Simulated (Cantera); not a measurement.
Feed: 1 mol Cr, 12 mol N2O, at 10.0 Torr.

Cantera equilibrium calculation (NASA polynomials, part measured and part estimated; ideal gas, pure solids and liquids). Candidate condensed phases: Cr, CrN, Cr2N, Cr2O3; 14 gas species. Kinetics and transport are ignored.

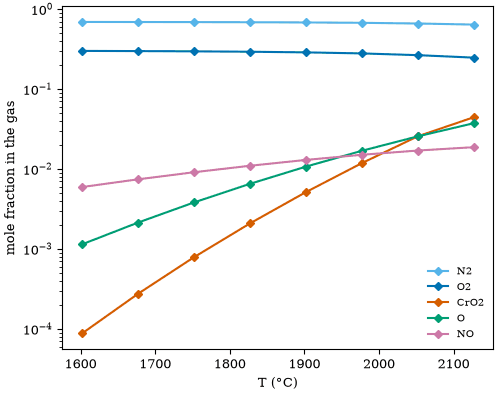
Fig. 1. Equilibrium gas composition (values under 1e-9 drawn at 1e-9)

From 1602 °C to 2052 °C the condensed part is Cr2O3(s). At 2127 °C nothing is condensed. The main Cr-bearing gas is CrO2 throughout. The share of Cr in condensed phases is highest at 1602 °C (99.8 %) and lowest at 2127 °C (0.0 %).
